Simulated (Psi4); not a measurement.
**SiH4O2 (SMILES O[SiH2]O): CCSD/def2-SVPD**

What is the vertical ionisation energy of SiH4O2 at CCSD/def2-SVPD? 

The calculation is run with Psi4 1.11.

3 further runs of the same task are left out: 3 set aside as unsound or not needed.

### 1 The system as given

SiH4O2 has 7 atoms, charge 0, and is taken as a singlet. As SMILES, `O[SiH2]O`. The shape is that of a PBE0-D4/def2-TZVP optimisation. This is one conformer, not always the lowest.

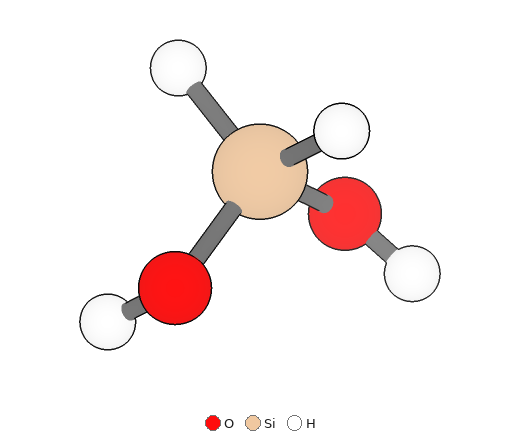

The structure, seen from a chosen angle (oxygen red, silicon light orange, hydrogen white).

### 2 A single-point energy at CCSD/def2-SVPD

job.py reads:

```python
import psi4

psi4.set_memory('2200 MB')
psi4.set_num_threads(1)
psi4.set_output_file('h4o2si.out', False)

geom = psi4.geometry("""
0 1
O     -1.385150    -0.243860    -0.354380
Si     0.051410     0.422210     0.079240
O      1.274030    -0.668570     0.183160
H     -1.456660    -0.615580    -1.234790
H      0.526670     1.393040    -0.933360
H     -0.229300     1.048860     1.391580
H      1.219010    -1.336090     0.868560
symmetry c1
no_reorient
no_com
""")

psi4.set_options({
    'puream': True,
    'e_convergence': 1e-09,
    'd_convergence': 1e-08,
    'scf_type': 'pk',
    'num_frozen_docc': 7,
})

result, w = psi4.energy("ccsd/def2-SVPD", return_wfn=True)
print(f'ccsd/def2-SVPD energy: {result:.10f} Eh')
for k, v in sorted(psi4.core.scalar_variables().items()):
    print(f'{k:45s} {v:18.10f}')
```

Launch:

```console
$ python job.py
```

h4o2si.out, shortened:

```text
[...]
  Running in c1 symmetry.
[...]
  Nuclear repulsion =  120.473951977127712
[...]
  Multiplicity = 1
[...]
  Nalpha       = 17
  Nbeta        = 17
[...]
    Number of basis functions: 102
[...]
   @RHF iter   1:  -440.73941256775333   -6.86793e-01   5.72043e-03 ADIIS/DIIS
[...]
   @RHF iter  10:  -440.88123102793878   -1.43245e-11   8.71411e-09 DIIS
[...]
    Orbital Energies [Eh]
    ---------------------
    Doubly Occupied:
       1A    -68.808630     2A    -20.566778     3A    -20.566772
       4A     -6.167146     5A     -4.279482     6A     -4.278563
       7A     -4.277805     8A     -1.345177     9A     -1.322833
      10A     -0.779385    11A     -0.720588    12A     -0.606192
      13A     -0.585596    14A     -0.585077    15A     -0.511034
      16A     -0.510977    17A     -0.462110
[...]
  @RHF Final Energy:  -440.88123102793878
   => Energetics <=
    Nuclear Repulsion Energy =            120.4739519771277116
    One-Electron Energy =                -849.9620774326649553
    Two-Electron Energy =                 288.6068944275984336
    Total Energy =                       -440.8812310279387816
[...]
 Multipole Moments:
 ------------------------------------------------------------------------------------
     Multipole            Electronic (a.u.)      Nuclear  (a.u.)        Total (a.u.)
 ------------------------------------------------------------------------------------
 L = 1.  Multiply by 2.5417464519 to convert [e a0] to [Debye]
 Dipole X            :          0.1657505           -0.2069250           -0.0411746
 Dipole Y            :          1.3593790           -1.6974843           -0.3381053
 Dipole Z            :          0.2548464           -0.3182488           -0.0634023
 Magnitude           :                                                    0.3464540
[...]
      * MP2 total energy                      = -441.383590021868656
[...]
      * CCSD total energy                     = -441.407622859496485
```

On the terminal:

```text
ccsd/def2-SVPD energy: -441.4076228595 Eh
CC D1 DIAGNOSTIC                                    0.0318775146
CC D2 DIAGNOSTIC                                    0.1410781496
CC NEW D1 DIAGNOSTIC                                0.0318775146
CC T1 DIAGNOSTIC                                    0.0135080054
CCSD CORRELATION ENERGY                            -0.5263918316
CCSD DOUBLES ENERGY                                -0.5263918316
CCSD ITERATIONS                                    15.0000000000
CCSD OPPOSITE-SPIN CORRELATION ENERGY              -0.4151102283
CCSD SAME-SPIN CORRELATION ENERGY                  -0.1112816032
CCSD SINGLES ENERGY                                 0.0000000000
CCSD TOTAL ENERGY                                -441.4076228595
CURRENT CORRELATION ENERGY                         -0.5263918316
CURRENT ENERGY                                   -441.4076228595
CURRENT REFERENCE ENERGY                         -440.8812310279
DD SOLVATION ENERGY                                 0.0000000000
HF KINETIC ENERGY                                 440.1265030411
HF POTENTIAL ENERGY                              -881.0077340690
HF TOTAL ENERGY                                  -440.8812310279
HF VIRIAL RATIO                                     2.0017147979
MP2 CORRELATION ENERGY                             -0.5023589939
MP2 DOUBLES ENERGY                                 -0.5023589939
MP2 OPPOSITE-SPIN CORRELATION ENERGY               -0.3774809127
MP2 SAME-SPIN CORRELATION ENERGY                   -0.1248780812
MP2 SINGLES ENERGY                                 -0.0000000000
MP2 TOTAL ENERGY                                 -441.3835900219
NUCLEAR REPULSION ENERGY                          120.4739519771
ONE-ELECTRON ENERGY                              -849.9620774327
PCM POLARIZATION ENERGY                             0.0000000000
PE ENERGY                                           0.0000000000
SCF ITERATION ENERGY                             -440.8812310279
SCF ITERATIONS                                     10.0000000000
SCF TOTAL ENERGY                                 -440.8812310279
TWO-ELECTRON ENERGY                               288.6068944276
```

It took 44 s on 1 thread of AMD EPYC 7R43 (Zen 3), shared host; peak memory 0.97 GiB.

### 3 The doublet cation

calc.py reads:

```python
import psi4

psi4.set_memory('2200 MB')
psi4.set_num_threads(1)
psi4.set_output_file('h4o2si.out', False)

mol = psi4.geometry("""
1 2
O     -1.385150    -0.243860    -0.354380
Si     0.051410     0.422210     0.079240
O      1.274030    -0.668570     0.183160
H     -1.456660    -0.615580    -1.234790
H      0.526670     1.393040    -0.933360
H     -0.229300     1.048860     1.391580
H      1.219010    -1.336090     0.868560
symmetry c1
""")

psi4.set_options({
    'basis': 'def2-SVPD',
    'reference': 'uhf',
    'puream': True,
    'e_convergence': 1e-09,
    'd_convergence': 1e-08,
    'scf_type': 'pk',
    'num_frozen_docc': 7,
    'maxiter': 100,
})

energy_value, wavefunction = psi4.energy("ccsd", return_wfn=True)
print(f'total energy {energy_value:.8f} hartree = {energy_value * 27.211386:.5f} eV')
```

Launch:

```console
$ python calc.py
```

h4o2si.out, shortened:

```text
[...]
  Running in c1 symmetry.
[...]
  Nuclear repulsion =  120.473951977127712
[...]
  Multiplicity = 2
[...]
  Nalpha       = 17
  Nbeta        = 16
[...]
    Number of basis functions: 102
[...]
   @UHF iter   1:  -440.29714252384417   -2.44523e-01   5.54591e-03 DIIS/ADIIS
[...]
   @UHF iter  19:  -440.45482849444466   -6.02540e-12   9.52620e-09 DIIS
[...]
   @S^2 Observed:                7.995185733E-01
[...]
    Orbital Energies [Eh]
    ---------------------
    Alpha Occupied:
       1A    -69.107260     2A    -20.808836     3A    -20.808811
       4A     -6.464914     5A     -4.581384     6A     -4.575039
       7A     -4.574114     8A     -1.583818     9A     -1.559968
      10A     -1.059184    11A     -0.966768    12A     -0.907076
      13A     -0.884784    14A     -0.826903    15A     -0.788525
      16A     -0.770647    17A     -0.743427
    Alpha Virtual:
      18A     -0.102507    19A     -0.083165    20A     -0.074550
      21A     -0.050325    22A     -0.029767    23A     -0.017393
      24A      0.010498    25A      0.017725    26A      0.036524
[...]
  @UHF Final Energy:  -440.45482849444466
   => Energetics <=
    Nuclear Repulsion Energy =            120.4739519771277116
    One-Electron Energy =                -840.9910777739333980
    Two-Electron Energy =                 280.0622973023610029
    Total Energy =                       -440.4548284944446550
  UHF NO Occupations:
  HONO-2 :   15  A 1.9979768
  HONO-1 :   16  A 1.9777593
[...]
 Multipole Moments:
 ------------------------------------------------------------------------------------
     Multipole            Electronic (a.u.)      Nuclear  (a.u.)        Total (a.u.)
 ------------------------------------------------------------------------------------
 L = 1.  Multiply by 2.5417464519 to convert [e a0] to [Debye]
 Dipole X            :          0.0382307            0.0730497            0.1112803
 Dipole Y            :          0.3143409            0.5995835            0.9139244
 Dipole Z            :          0.0587542            0.1124927            0.1712468
 Magnitude           :                                                    0.9364649
[...]
      * MP2 total energy                      = -440.946744496447820
[...]
      * CCSD total energy                     = -440.971412635858144
```

The script printed:

```text
total energy -440.97141264 hartree = -11999.44332 eV
```

Wall time 2.7 min (1 thread of AMD EPYC 7R43 (Zen 3), shared host); peak memory 1 GiB.

### 4 Results

At CCSD/def2-SVPD, 7 core orbitals frozen:

| quantity | value |
| --- | --- |
| singlet SiH4O2: total energy | -441.40762 Eh |
| singlet SiH4O2: HOMO energy (Hartree–Fock orbitals) | -12.57 eV |
| singlet SiH4O2: LUMO energy (Hartree–Fock orbitals) | 2.07 eV |
| singlet SiH4O2: HOMO–LUMO gap (Hartree–Fock orbitals) | 14.64 eV |
| singlet SiH4O2: correlation energy (7 core orbitals frozen) | -526.4 mEh |
| singlet SiH4O2: T1 diagnostic | 0.014 |
| doublet cation: total energy | -440.97141 Eh |
| doublet cation: HOMO energy (Hartree–Fock orbitals) (highest over α and β) | -19.33 eV |
| doublet cation: LUMO energy (Hartree–Fock orbitals) (lowest over α and β) | -10.63 eV |
| doublet cation: correlation energy (7 core orbitals frozen) | -516.6 mEh |
| doublet cation: ⟨S²⟩ of the reference determinant | 0.800 |
| doublet cation: T1 diagnostic | 0.076 |
| vertical ionisation energy (to the doublet cation) | 11.870 eV |

Removing an electron at fixed nuclei costs 11.87 eV (274 kcal/mol). The T1 diagnostic (doublet cation) of 0.076 is above the customary mark for such species, so a single reference may not serve.
